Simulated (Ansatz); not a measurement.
**How fast states decay through NaCaF3**

Aim: relax a made-up compound, NaCaF3, and see how good a tunnel barrier it would be. It is built by putting Na for K, Ca for Mg in the KMgF3 structure of space group Pm-3m, with the volume rescaled by atomic radii. The parent structure comes from the Materials Project.

Main program and level: Ansatz 0.2.0; LDA DFT, plane waves, PAW files, in the first sound run; inputs show where later runs differ.

The structure was built from a prototype and need not be the compound's stable phase.

## Step 1: Starting point

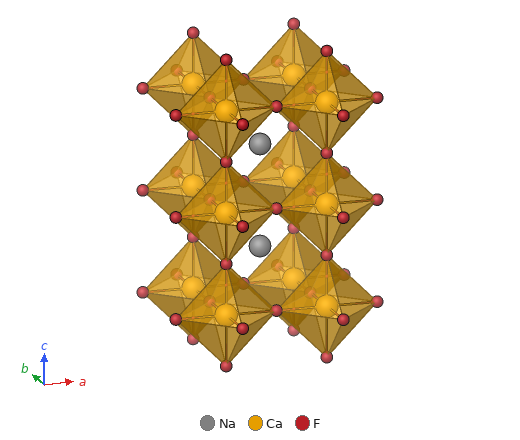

Start, viewed slightly off an axis; sodium grey, calcium orange, fluorine red. 1×1×2 cells are drawn. Some periodic images of atoms are drawn too.

Coordinates:

```cif
data_structure
_symmetry_space_group_name_H-M 'P 1'
_symmetry_Int_Tables_number 1
_cell_length_a 3.9531
_cell_length_b 3.9531
_cell_length_c 3.9531
_cell_angle_alpha 90.000
_cell_angle_beta 90.000
_cell_angle_gamma 90.000
_cell_volume 61.78
loop_
_atom_site_label
_atom_site_type_symbol
_atom_site_fract_x
_atom_site_fract_y
_atom_site_fract_z
_atom_site_occupancy
Na1 Na 0.50000 0.50000 0.50000 1
Ca2 Ca 0.00000 0.00000 0.00000 1
F3 F 0.00000 0.50000 0.00000 1
F4 F 0.00000 0.00000 0.50000 1
F5 F 0.50000 0.00000 0.00000 1
```

## Step 2: Cell and atoms at rest

The substituted atoms don't fit the parent's cell, so cell and atoms relax together. A small smearing keeps the run stable in case the gap closes on the way.

input.yaml reads:

```yaml
crystal:
  lattice:
    - [3.9531019218, 0.0, 0.0]
    - [0.0, 3.9531019218, 0.0]
    - [0.0, 0.0, 3.9531019218]
  atoms:
    - { symbol: Na, position: [0.5, 0.5, 0.5] }
    - { symbol: Ca, position: [0.0, 0.0, 0.0] }
    - { symbol: F, position: [0.0, 0.5, 0.0] }
    - { symbol: F, position: [0.0, 0.0, 0.5] }
    - { symbol: F, position: [0.5, 0.0, 0.0] }
kpoints:
  mp_grid: { grid: [6, 6, 6] }
scf:
  occupations: { method: gaussian, width: 0.03 }
hamiltonian:
  xc: lda
output:
  forces: true
  stress: true
relax:
  f_tol: 0.02
  max_steps: 60
  cell: {}
```

Launch:

```
$ ansatz run input.yaml --threads 2 --pin off --max-ram 4096MiB --backend cpu --events-out ev --progress --plain --runs-dir out
```

Numbers of over 12 decimals in the logs are rounded to 6 here.

Log:

```text
Engine: ansatz 0.2.0, aarch64-unknown-linux-gnu
Pseudopotentials: kind: paw
Pseudopotential: Na, paw, valence charge 9, recommended cutoff 420 eV (normal), Na.paw.azcp
Pseudopotential: Ca, paw, valence charge 10, recommended cutoff 420 eV (normal), Ca.paw.azcp
Pseudopotential: F, paw, valence charge 7, recommended cutoff 420 eV (normal), F.paw.azcp
Functional definition: SPW92
  exchange = slater_x
  correlation = pw_c
Crystal: 5 atoms, lattice volume = 61.775 Å³
Basis set: ecut = 420 eV, 1213 PW (Γ)
Bands: 25, of which v1, the nominal top of the filled ones, is band 20 counted from 1 (19 counted from 0)
Symmetry: 48 space group operations
Space group: Pm-3m (ITA 221), of the structure as read, at distance tolerance 4.0e-5 Å
k-points: 20 of 216
Non-local potential: Na, projectors of the file, l = 0: 3, l = 1: 2, l = 2: 1
Non-local potential: Ca, projectors of the file, l = 0: 3, l = 1: 2, l = 2: 2
Non-local potential: F, projectors of the file, l = 0: 2, l = 1: 2, l = 2: 1
PAW form: soft (Blöchl's): semilocal exchange-correlation on the pseudo side does not see the compensation charge
PAW frozen core: Na, regenerated for the run's functional, and the local potential with it (the file was generated under x = pbe(κ = 0.804, μ = 0.219515), c = pbe(β = 0.066725))
PAW frozen core: Ca, regenerated for the run's functional, and the local potential with it (the file was generated under x = pbe(κ = 0.804, μ = 0.219515), c = pbe(β = 0.066725))
PAW frozen core: F, regenerated for the run's functional, and the local potential with it (the file was generated under x = pbe(κ = 0.804, μ = 0.219515), c = pbe(β = 0.066725))
PAW one-centre angular grid: Na, 110 points (default); XC on 64 Gauss nodes
PAW one-centre angular grid: Ca, 110 points (default); XC on 64 Gauss nodes
PAW one-centre angular grid: F, 110 points (default); XC on 64 Gauss nodes
Initial density: superposition of atomic densities (neutral atoms: chi_scale 0, normalization atom), corrected by the library's trained network
Initial wavefunctions: pseudopotential atomic-orbital guess
Functional: x = slater, c = lda
SCF iter   1: F=—  HF=-5627.312084 eV  |F-HF|=—  |Δ(HF+E_count)|=         —  Δρ=1.80e-2  dr2=1.41e-1  ethr=1.77e-3  ⟨swp⟩=8.8  Hψ=2878  notcnv=0
preconditioner: auto → Resta (q_TF=auto, 2.538 Å⁻¹)  ε∞=3.0  [insulator: Δε(μ)=5.059 eV  Ē_g=20.052 eV  σ=0.030 eV  W_gap=1.00  n_scr=18 (ndim 8)  ℏωp=28.3 eV  f_vac=0.121  D(μ)=0.00/eV (n_scr^D=0)  ε∞_Penn≈3.0]
SCF iter   2: F=—  HF=-5627.268208 eV  |F-HF|=—  |Δ(HF+E_count)|=   4.39e-2  Δρ=4.74e-3  dr2=4.84e-3  ethr=3.52e-4  ⟨swp⟩=2.0  Hψ=943  notcnv=0  defer=20
SCF iter   3: F=—  HF=-5627.266595 eV  |F-HF|=—  |Δ(HF+E_count)|=   1.61e-3  Δρ=1.94e-3  dr2=1.64e-3  ethr=1.21e-5  ⟨swp⟩=2.2  Hψ=793  notcnv=0  defer=20
SCF iter   4: F=—  HF=-5627.266190 eV  |F-HF|=—  |Δ(HF+E_count)|=   4.05e-4  Δρ=9.71e-4  dr2=3.62e-4  ethr=4.10e-6  ⟨swp⟩=1.0  Hψ=480  notcnv=0  defer=20
SCF iter   5: F=—  HF=-5627.266045 eV  |F-HF|=—  |Δ(HF+E_count)|=   1.44e-4  Δρ=2.04e-4  dr2=2.43e-5  ethr=9.06e-7  ⟨swp⟩=3.0  Hψ=803  notcnv=0  defer=20
SCF iter   6: F=—  HF=-5627.266031 eV  |F-HF|=—  |Δ(HF+E_count)|=   1.43e-5  Δρ=3.02e-5  dr2=6.72e-7  ethr=6.08e-8  ⟨swp⟩=2.9  Hψ=900  notcnv=0  defer=20
SCF iter   7: F=-5627.266031 eV  HF=-5627.266031 eV  |F-HF|=8.61e-9  |Δ(HF+E_count)|=   2.90e-7  Δρ=7.74e-6  dr2=1.59e-8  ethr=2.50e-10  ⟨swp⟩=4.0  Hψ=1578  notcnv=0
SCF 1 converged in 7 iterations: F = -5627.266031 eV  dr2 = 1.59e-8
  greatest PAW one-centre occupation: 0.999 electrons in one spin orbital (limit 2), on the Na atom at site 0 (counted from 0), in its partial waves of l = 0
relax step   1: F+E_penalty+E_count = -5627.26603061 eV  Δ(F+E_penalty+E_count) = +0.000e0 eV  max|allowed force component| = 1.893e-28 eV/Å  Δτ_max = 0.0000 Å  P = +27.144 GPa  Ω = 61.775 Å³  (7 SCF iters, dr2 threshold 1.00e-7 eV, accepted)
Crystal: 5 atoms, lattice volume = 71.500 Å³
Basis set: ecut = 420 eV, 1365 PW (Γ)
Initial density: handed on by an earlier stage of this run
Initial wavefunctions: those handed on with the density
iter 1 solved again at ethr=4.31e-4 eV; its pass at ethr=3.10e-3 eV (dr2=1.72e-1 eV) is discarded
SCF iter   1: F=—  HF=-5628.257265 eV  |F-HF|=—  |Δ(HF+E_count)|=         —  Δρ=1.37e-2  dr2=1.74e-1  ethr=4.31e-4  ⟨swp⟩=1.0  Hψ=2807  notcnv=0
preconditioner: auto → Resta (q_TF=auto, 2.477 Å⁻¹)  ε∞=2.8  [insulator: Δε(μ)=5.199 eV  Ē_g=19.543 eV  σ=0.030 eV  W_gap=1.00  n_scr=18 (ndim 8)  ℏωp=26.3 eV  f_vac=0.215  D(μ)=0.00/eV (n_scr^D=0)  ε∞_Penn≈2.8]
SCF iter   2: F=—  HF=-5628.186985 eV  |F-HF|=—  |Δ(HF+E_count)|=   7.03e-2  Δρ=7.64e-3  dr2=4.64e-2  ethr=4.31e-4  ⟨swp⟩=2.6  Hψ=858  notcnv=0
SCF iter   3: F=—  HF=-5628.165484 eV  |F-HF|=—  |Δ(HF+E_count)|=   2.15e-2  Δρ=3.04e-3  dr2=5.47e-3  ethr=1.16e-4  ⟨swp⟩=3.0  Hψ=893  notcnv=0
SCF iter   4: F=—  HF=-5628.164011 eV  |F-HF|=—  |Δ(HF+E_count)|=   1.47e-3  Δρ=1.20e-3  dr2=8.58e-4  ethr=1.37e-5  ⟨swp⟩=2.1  Hψ=868  notcnv=0
SCF iter   5: F=—  HF=-5628.163856 eV  |F-HF|=—  |Δ(HF+E_count)|=   1.56e-4  Δρ=2.19e-4  dr2=3.88e-5  ethr=2.15e-6  ⟨swp⟩=2.0  Hψ=680  notcnv=0
SCF iter   6: F=—  HF=-5628.163860 eV  |F-HF|=—  |Δ(HF+E_count)|=   4.34e-6  Δρ=5.96e-5  dr2=2.88e-6  ethr=9.70e-8  ⟨swp⟩=2.3  Hψ=704  notcnv=0
SCF iter   7: F=-5628.163860 eV  HF=-5628.163860 eV  |F-HF|=4.86e-9  |Δ(HF+E_count)|=   3.91e-7  Δρ=1.30e-5  dr2=1.50e-7  ethr=1.25e-9  ⟨swp⟩=4.0  Hψ=1705  notcnv=0
SCF 2 converged in 7 iterations: F = -5628.163860 eV  dr2 = 1.50e-7
relax step   2: F+E_penalty+E_count = -5628.16386027 eV  Δ(F+E_penalty+E_count) = -8.978e-1 eV  max|allowed force component| = 3.689e-29 eV/Å  Δτ_max = 0.0000 Å  P = +5.806 GPa  Ω = 71.500 Å³  energy of the carried Pulay correction = -4.269e-2 eV  (7 SCF iters, dr2 threshold 5.00e-7 eV, accepted)
Crystal: 5 atoms, lattice volume = 74.694 Å³
Basis set: ecut = 420 eV, 1419 PW (Γ)
iter 1 solved again at ethr=3.77e-5 eV; its pass at ethr=3.10e-3 eV (dr2=1.51e-2 eV) is discarded
SCF iter   1: F=—  HF=-5628.223911 eV  |F-HF|=—  |Δ(HF+E_count)|=         —  Δρ=4.01e-3  dr2=1.53e-2  ethr=3.77e-5  ⟨swp⟩=1.0  Hψ=2721  notcnv=0
preconditioner: auto → Resta (q_TF=auto, 2.459 Å⁻¹)  ε∞=2.8  [insulator: Δε(μ)=5.236 eV  Ē_g=19.330 eV  σ=0.030 eV  W_gap=1.00  n_scr=18 (ndim 8)  ℏωp=25.8 eV  f_vac=0.207  D(μ)=0.00/eV (n_scr^D=0)  ε∞_Penn≈2.8]
SCF iter   2: F=—  HF=-5628.217885 eV  |F-HF|=—  |Δ(HF+E_count)|=   6.03e-3  Δρ=2.32e-3  dr2=3.81e-3  ethr=3.77e-5  ⟨swp⟩=2.5  Hψ=863  notcnv=0
SCF iter   3: F=—  HF=-5628.216208 eV  |F-HF|=—  |Δ(HF+E_count)|=   1.68e-3  Δρ=1.07e-3  dr2=7.42e-4  ethr=9.52e-6  ⟨swp⟩=2.0  Hψ=857  notcnv=0
SCF iter   4: F=—  HF=-5628.215982 eV  |F-HF|=—  |Δ(HF+E_count)|=   2.26e-4  Δρ=2.74e-4  dr2=5.73e-5  ethr=1.85e-6  ⟨swp⟩=2.0  Hψ=728  notcnv=0
SCF iter   5: F=—  HF=-5628.215976 eV  |F-HF|=—  |Δ(HF+E_count)|=   5.54e-6  Δρ=6.54e-5  dr2=2.95e-6  ethr=1.43e-7  ⟨swp⟩=2.4  Hψ=766  notcnv=0
SCF iter   6: F=-5628.215977 eV  HF=-5628.215977 eV  |F-HF|=1.79e-8  |Δ(HF+E_count)|=   8.64e-7  Δρ=1.57e-5  dr2=1.93e-7  ethr=1.25e-9  ⟨swp⟩=4.0  Hψ=1742  notcnv=0
SCF 3 converged in 6 iterations: F = -5628.215977 eV  dr2 = 1.93e-7
relax step   3: F+E_penalty+E_count = -5628.21597736 eV  Δ(F+E_penalty+E_count) = -5.212e-2 eV  max|allowed force component| = 7.070e-30 eV/Å  Δτ_max = 0.0000 Å  P = +0.808 GPa  Ω = 74.694 Å³  energy of the carried Pulay correction = -5.540e-2 eV  (6 SCF iters, dr2 threshold 5.00e-7 eV, accepted)
[... from here on, the SCF cycles and remarks between the steps are left out ...]
relax step   4: F+E_penalty+E_count = -5628.21527345 eV  Δ(F+E_penalty+E_count) = +7.039e-4 eV  max|allowed force component| = 4.502e-29 eV/Å  Δτ_max = 0.0000 Å  P = +0.020 GPa  Ω = 75.237 Å³  energy of the carried Pulay correction = -5.750e-2 eV  (5 SCF iters, dr2 threshold 5.00e-7 eV, accepted)
relax step   5: F+E_penalty+E_count = -5628.40301120 eV  Δ(F+E_penalty+E_count) = -1.877e-1 eV  max|allowed force component| = 2.288e-29 eV/Å  Δτ_max = 0.0000 Å  P = +3.690 GPa  Ω = 75.237 Å³  stress off target by 3.69e0 GPa  SCF on the basis re-selected at this cell (its energy is not comparable with the rows above)  (8 SCF iters)
relax step   6: F+E_penalty+E_count = -5628.42956308 eV  Δ(F+E_penalty+E_count) = -2.655e-2 eV  max|allowed force component| = 3.931e-30 eV/Å  Δτ_max = 0.0000 Å  P = +1.164 GPa  Ω = 77.829 Å³  energy of the carried Pulay correction = -1.213e-2 eV  (6 SCF iters, dr2 threshold 5.00e-7 eV, accepted)
relax step   7: F+E_penalty+E_count = -5628.42513104 eV  Δ(F+E_penalty+E_count) = +4.432e-3 eV  max|allowed force component| = 1.735e-29 eV/Å  Δτ_max = 0.0000 Å  P = -0.189 GPa  Ω = 79.419 Å³  energy of the carried Pulay correction = -2.128e-2 eV  (6 SCF iters, dr2 threshold 5.00e-7 eV, accepted)
relax step   8: F+E_penalty+E_count = -5628.42666064 eV  Δ(F+E_penalty+E_count) = -1.530e-3 eV  max|allowed force component| = 6.679e-30 eV/Å  Δτ_max = 0.0000 Å  P = -0.005 GPa  Ω = 79.192 Å³  energy of the carried Pulay correction = -1.989e-2 eV  (5 SCF iters, dr2 threshold 8.98e-8 eV, accepted)
relax step   9: F+E_penalty+E_count = -5628.44791942 eV  Δ(F+E_penalty+E_count) = -2.126e-2 eV  max|allowed force component| = 5.417e-30 eV/Å  Δτ_max = 0.0000 Å  P = +0.132 GPa  Ω = 79.192 Å³  stress off target by 1.32e-1 GPa  SCF on the basis re-selected at this cell (its energy is not comparable with the rows above)  (6 SCF iters)
relax step  10: F+E_penalty+E_count = -5628.44733993 eV  Δ(F+E_penalty+E_count) = +5.795e-4 eV  max|allowed force component| = 7.139e-30 eV/Å  Δτ_max = 0.0000 Å  P = +0.002 GPa  Ω = 79.353 Å³  energy of the carried Pulay correction = -6.467e-4 eV  (5 SCF iters, dr2 threshold 4.33e-8 eV, accepted)
iter 1 solved again at ethr=1.28e-7 eV; its pass at ethr=3.10e-3 eV (dr2=5.13e-5 eV) is discarded
SCF iter   1: F=—  HF=-5628.448031 eV  |F-HF|=—  |Δ(HF+E_count)|=         —  Δρ=2.21e-4  dr2=8.93e-7  ethr=1.28e-7  ⟨swp⟩=2.9  Hψ=3990  notcnv=0
preconditioner: auto → Resta (q_TF=auto, 2.434 Å⁻¹)  ε∞=2.7  [insulator: Δε(μ)=5.036 eV  Ē_g=19.042 eV  σ=0.030 eV  W_gap=1.00  n_scr=18 (ndim 8)  ℏωp=25.0 eV  f_vac=0.211  D(μ)=0.00/eV (n_scr^D=0)  ε∞_Penn≈2.7]
SCF iter   2: F=—  HF=-5628.448075 eV  |F-HF|=—  |Δ(HF+E_count)|=   4.45e-5  Δρ=1.11e-4  dr2=2.40e-7  ethr=2.23e-9  ⟨swp⟩=2.0  Hψ=777  notcnv=0
SCF iter   3: F=—  HF=-5628.448092 eV  |F-HF|=—  |Δ(HF+E_count)|=   1.69e-5  Δρ=1.89e-5  dr2=7.44e-8  ethr=6.00e-10  ⟨swp⟩=2.0  Hψ=681  notcnv=0
SCF iter   4: F=—  HF=-5628.448093 eV  |F-HF|=—  |Δ(HF+E_count)|=   2.33e-7  Δρ=7.43e-7  dr2=2.94e-10  ethr=1.86e-10  ⟨swp⟩=2.0  Hψ=729  notcnv=0
SCF iter   5: F=-5628.448093 eV  HF=-5628.448093 eV  |F-HF|=1.46e-11  |Δ(HF+E_count)|=  1.73e-11  Δρ=1.70e-7  dr2=4.25e-11  ethr=1.00e-12  ⟨swp⟩=4.4  Hψ=1740  notcnv=0
SCF 11 converged in 5 iterations: F = -5628.448093 eV  dr2 = 4.25e-11
relax step  11: F+E_penalty+E_count = -5628.44809254 eV  Δ(F+E_penalty+E_count) = -7.526e-4 eV  max|allowed force component| = 1.070e-29 eV/Å  Δτ_max = 0.0000 Å  P = +0.007 GPa  Ω = 79.353 Å³  stress off target by 6.98e-3 GPa  SCF on the basis re-selected at this cell (its energy is not comparable with the rows above)  (5 SCF iters)
basis re-selected at this cell: Δ(F+E_penalty+E_count) = -7.526e-4 eV, ΔP = +0.005 GPa vs the last step (what re-selecting the basis moved, of the pressure what is left beyond the Pulay correction that the steps carried, after the strain that the cell walked since its last selection, with what the two solves' SCF thresholds leave and, on support functions, any second-order correction that the steps lacked; it is no m [...]
SCF converged after 5 iterations
Free energy (F): -5628.448093 eV
Harris-Foulkes:  -5628.448093 eV  (|F-HF|=1.46e-11)
Internal energy: -5628.448093 eV  (E = F + TS)
E sigma→0 (E₀):  -5628.448093 eV
Fermi energy:    2.975650 eV
--- Per-component energies (eV) ---
  E_band       = -494.006199
  E_kinetic    = 1018.522562
  E_local      = -3911.451708  (includes V_loc(G=0)·N_el)
  E_nonlocal   = 410.853662
  E_hartree    = 1410.650045
  E_xc         = -409.456747
  E_vxc        = -525.326342  (∫ρ·V_xc dr)
  E_paw        = -1623.875045  (= ΣΔE_a)
  E_vpaw       = -307.910732  (= ΣTr[D̂ρ^β])
  E_aug_tail   = 0.006096  (compensation charges beyond the density's cutoff)
  E_ewald      = -2524.460768
  E_core_change = 0.763811  (= ΣΔE_core)
  E_smearing   = -0.000000  (= −TS)
  E_closure    = -0.000000  (closes the sum)
  Σ components = -5628.448093   (vs F -5628.448093, Δ=0.00e0)
--- Forces (eV/Å), atoms counted from 1 ---
  atom   1  Na    -0.00000000     0.00000000    -0.00000000
  atom   2  Ca     0.00000000     0.00000000     0.00000000
  atom   3  F     -0.00000000    -0.00000000     0.00000000
  atom   4  F     -0.00000000    -0.00000000    -0.00000000
  atom   5  F     -0.00000000     0.00000000    -0.00000000
  max |Σ_I F_I| component: 1.49e-29 eV/Å
--- Stress (GPa, compression-positive) ---
        0.006985       0.000000       0.000000
        0.000000       0.006985       0.000000
        0.000000       0.000000       0.006985
  P = ⅓ Tr σ = 0.0070 GPa (0.070 kbar)
--- Relaxed structure (8 steps of the walk, 8 accepted, 3 SCFs on fresh bases) ---
  F+E_penalty+E_count = -5628.44809254 eV   max|allowed force component| = 1.070e-29 eV/Å   (the final SCF, on the basis selected at the relaxed cell)
  cell:  # Å, volume = 79.3532 Å³
    - [4.297225, 0, 0]
    - [0, 4.297225, 0]
    - [0, 0, 4.297225]
  atoms:
    - { symbol: Na, position: [0.5, 0.5, 0.5] }
    - { symbol: Ca, position: [0, 0, 0] }
    - { symbol: F, position: [0, 0.5, 0] }
    - { symbol: F, position: [0, 0, 0.5] }
    - { symbol: F, position: [0.5, 0, 0] }
```

Elapsed: 9.1 s, on 2 threads of Arm Neoverse V2, shared host; peak memory 0.33 GiB; 17 s of CPU time.

Step by step:

```csv
step,energy less that of the first step (eV),largest force component (eV/Å),pressure (GPa),volume (Å³)
1,0.0000,0.0000,27.14,61.78
2,-0.8978,0.0000,5.81,71.50
3,-0.9499,0.0000,0.81,74.69
4,-0.9492,0.0000,0.02,75.24
5*,-1.1370,0.0000,3.69,75.24
6,-1.1635,0.0000,1.16,77.83
7,-1.1591,0.0000,-0.19,79.42
8,-1.1606,0.0000,0.00,79.19
9*,-1.1819,0.0000,0.13,79.19
10,-1.1813,0.0000,0.00,79.35
11*,-1.1821,0.0000,0.01,79.35
```

Relaxation steps marked * repeat the geometry before them on a plane-wave basis chosen anew for their cell, so energy and pressure can jump there.

Forces are held to the 48 operations that the run works with; a distortion that breaks them can't arise in this run.

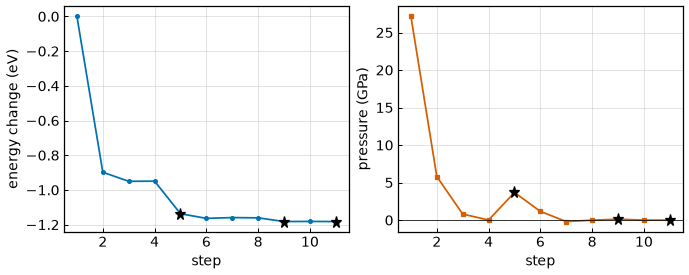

Energy and pressure along the relaxation. Stars mark steps on a basis chosen anew.

```csv
"conventional cell, symmetrised",before,after,change
a (Å),3.953,4.297,+8.7 %
b (Å),3.953,4.297,+8.7 %
c (Å),3.953,4.297,+8.7 %
volume (Å³/atom),12.36,15.87,+28.5 %
```

The relaxed structure:

```cif
data_structure
_symmetry_space_group_name_H-M 'P 1'
_symmetry_Int_Tables_number 1
_cell_length_a 4.2972
_cell_length_b 4.2972
_cell_length_c 4.2972
_cell_angle_alpha 90.000
_cell_angle_beta 90.000
_cell_angle_gamma 90.000
_cell_volume 79.35
loop_
_atom_site_label
_atom_site_type_symbol
_atom_site_fract_x
_atom_site_fract_y
_atom_site_fract_z
_atom_site_occupancy
Na1 Na 0.50000 0.50000 0.50000 1
Ca2 Ca 0.00000 0.00000 0.00000 1
F3 F 0.00000 0.50000 0.00000 1
F4 F 0.00000 0.00000 0.50000 1
F5 F 0.50000 0.00000 0.00000 1
```

This step gave:

* free energy: -5628.4481 eV
* Fermi energy: 2.976 eV
* pressure: 0.006985 GPa

The largest force component on a free atom ends at 1.1e-29 eV/Å.

## Step 3: Band edges

The energy window and the wavevectors of the next steps follow from the band edges, so these are searched first, off the mesh as well.

input.yaml reads:

```yaml
crystal:
  lattice:
    - [4.2972246849, 0.0, 0.0]
    - [0.0, 4.2972246849, 0.0]
    - [0.0, 0.0, 4.2972246849]
  atoms:
    - { symbol: Na, position: [0.5, 0.5, 0.5] }
    - { symbol: Ca, position: [0.0, 0.0, 0.0] }
    - { symbol: F, position: [0.0, 0.5, 0.0] }
    - { symbol: F, position: [0.0, 0.0, 0.5] }
    - { symbol: F, position: [0.5, 0.0, 0.0] }
kpoints:
  mp_grid: { grid: [6, 6, 6] }
  band_path: { path: [VBM, CBM], npoints: 30 }
scf:
  occupations: { method: fixed }
hamiltonian:
  xc: lda
output:
  eigenvalues: true
  write_potential: true
  write_density: true
  volumetric_format: npy
```

Log:

```text
[...]
Crystal: 5 atoms, lattice volume = 79.353 Å³
Basis set: ecut = 420 eV, 1551 PW (Γ)
Bands: 25, of which v1, the nominal top of the filled ones, is band 20 counted from 1 (19 counted from 0)
Symmetry: 48 space group operations
[...]
k-points: 20 of 216
[...]
SCF iter   1: F=—  HF=-5628.496463 eV  |F-HF|=—  |Δ(HF+E_count)|=         —  Δρ=1.69e-2  dr2=1.64e-1  ethr=1.77e-3  ⟨swp⟩=4.8  Hψ=2196  notcnv=0  defer=34
[...]
SCF iter   7: F=-5628.448093 eV  HF=-5628.448093 eV  |F-HF|=2.11e-10  |Δ(HF+E_count)|=   2.12e-8  Δρ=2.00e-6  dr2=4.44e-9  ethr=2.50e-10  ⟨swp⟩=8.1  Hψ=2186  notcnv=0
SCF 1 converged in 7 iterations: F = -5628.448093 eV  dr2 = 4.44e-9
[...]
NSCF: frozen V_eff on 20 k-points
[...]
SCF converged after 7 iterations
Free energy (F): -5628.448093 eV
[...]
Internal energy: -5628.448093 eV  (E = F + TS)
E sigma→0 (E₀):  -5628.448093 eV
Fermi energy:    0.457728 eV
[...]
--- Band table (eV; the first three rows and the last of 20) ---
  k-point 0: bands = [... 16 lower, -0.0060, 0.3515, 0.3515, 0.3515, 5.4934, 9.9540, 9.9540, 9.9540, ... 1 higher]
  k-point 1: bands = [... 16 lower, -0.0389, 0.0088, 0.3323, 0.3323, 5.8533, 9.9942, 10.0869, 10.0869, ... 1 higher]
  k-point 2: bands = [... 16 lower, -0.1875, -0.1051, 0.3072, 0.3072, 6.7685, 9.6519, 10.0779, 10.3360, ... 1 higher]
  k-point 19: bands = [... 16 lower, -1.0663, 0.4577, 0.4577, 0.4577, 8.9991, 10.6034, 10.6034, 10.6034, ... 1 higher]
```

It took 3.4 s on 2 threads; peak memory 0.31 GiB.

In the SCF lines HF is the Harris–Foulkes energy and dr2 the Hartree energy of the density residual, in eV; the loop may stop once dr2 is under the threshold and the program's other checks hold. Hψ counts applications of the Hamiltonian.

This step gave:

- Fermi energy: 0.4577 eV
- gap on the k-mesh: 5.036 eV
- gap on path: 5.036 eV, by band count; negative where bands overlap
- direct gap on path: 5.142 eV
- edge places on path: 0, 1.266 1/A along the path

Electronic bands along the path, in eV, zero at the Fermi level (highest filled level under fixed occupations); v1 is the highest filled band, c1 the lowest empty one:

```csv
point,v4,v3,v2,v1,c1
VBM,-1.52,0.00,0.00,0.00,8.54
CBM,-0.46,-0.11,-0.11,-0.11,5.04
```

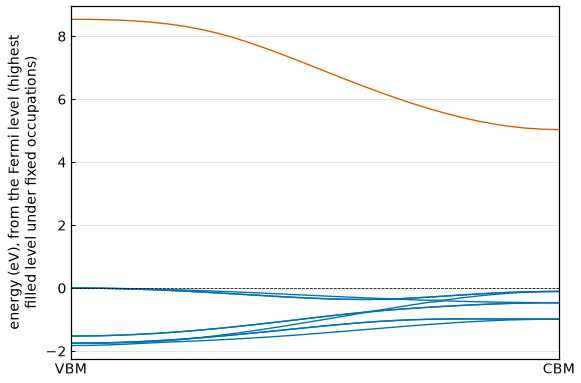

Electronic bands along the path; lines of filled and empty bands in two colours.

The searched edges give 5.04 eV, as on the mesh.

(Continued in part 2 of 3.)

[Logs are printed without paths, hosts, clocks, repeated set-up lines and the standing remarks that a program may print on its own settings, such as how far it seeks lower states.]

[Hosts, paths, dates, database ids (printed as entryN), source tags and the programs' standing remarks are cut or masked in the printed files.]
